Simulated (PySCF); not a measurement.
**C6H14OSi (SMILES CC(C)OC1C[SiH2]C1): density, localisation and related maps**

The calculation's input:

```
{"job": {"kind": "nmr", "xc": "PBE0", "basis": "pcSseg-1"}, "charge": 0, "multiplicity": 1}
C     -2.118580    -0.012286    -0.815803
C     -1.481631    -0.173678     0.567058
C     -2.324170     0.522071     1.633432
O     -0.187006     0.393326     0.634362
C      0.871206    -0.368015     0.111748
C      2.214138     0.077070     0.722850
Si     3.057986    -0.025343    -0.984466
C      1.197788    -0.154777    -1.388285
H     -2.132265     1.039487    -1.091334
H     -1.558693    -0.562726    -1.567087
H     -3.139377    -0.385775    -0.798098
H     -1.412240    -1.250767     0.803409
H     -3.321403     0.091977     1.665495
H     -1.854478     0.410134     2.606910
H     -2.397075     1.581950     1.405503
H      0.692534    -1.435962     0.307748
H      2.556078    -0.546449     1.544342
H      2.113889     1.093774     1.096781
H      3.811666    -1.259130    -1.216670
H      3.787569     1.146643    -1.462611
H      0.770033     0.784786    -1.731800
H      0.843619    -0.946926    -2.044333
```

Command:

```sh
OMP_NUM_THREADS=1 python probes_run.py task.json out
```

Geometry: GFN2-xTB.

These are results of PBE0/pcSseg-1, SCF density, gas phase, non-relativistic (PySCF), not measurements.

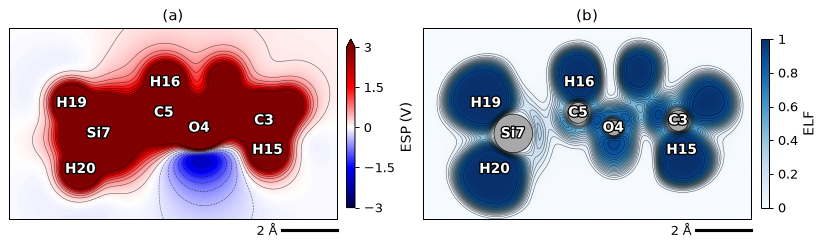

Figure 1. (a) electrostatic potential; (b) electron localisation function on the plane of atoms H19, Si7 and H20. Grey discs cover the atomic cores in the ELF map.

**What do the fields say about this system?**

Atoms in the plane: C, O, Si and H.
C–O (1.40 Å): the ELF peaks at about 0.90 between the atoms (a polar covalent bond).
C–H (1.09 Å): the ELF climbs to about 1 towards the hydrogen, as it does in any bond to H: an ordinary covalent bond to hydrogen.
Si–H (1.46 Å): the ELF climbs to about 1 towards the hydrogen.
The ELF also peaks beside O4, away from the bonds: lone-pair regions.
Outside the dense part of the molecule the potential is most negative (−2.1 V) near O4.

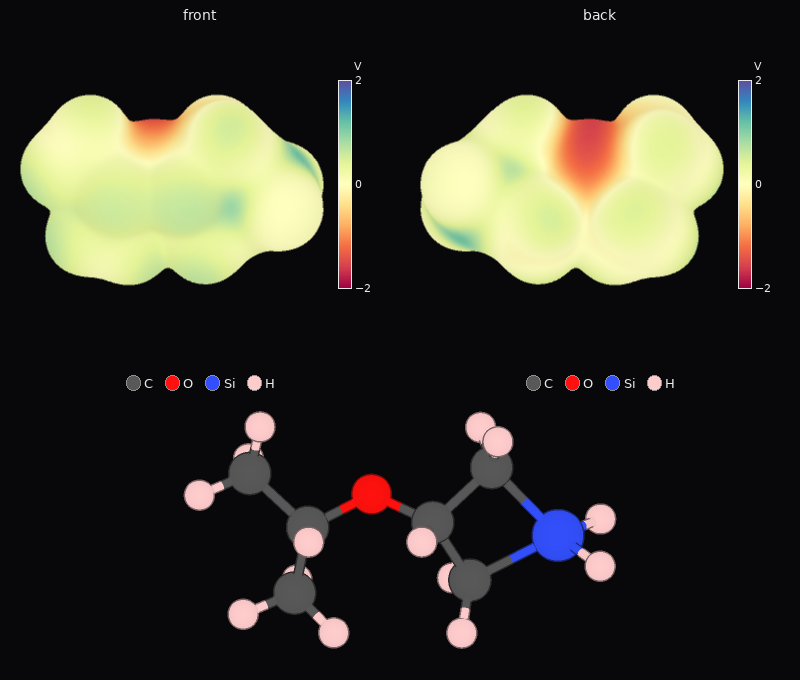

Figure 2. The molecular electrostatic potential painted on the density surface at 0.002 e/bohr³, seen from the front and from behind; red is negative and blue positive. The bare structure is drawn below in the same view.

**Where is the surface potential most negative and most positive?**

The most negative region (about −1.5 V) lies over O4, the most positive (about +1.0 V) over Si7. O4 is the likeliest acceptor of a hydrogen bond.
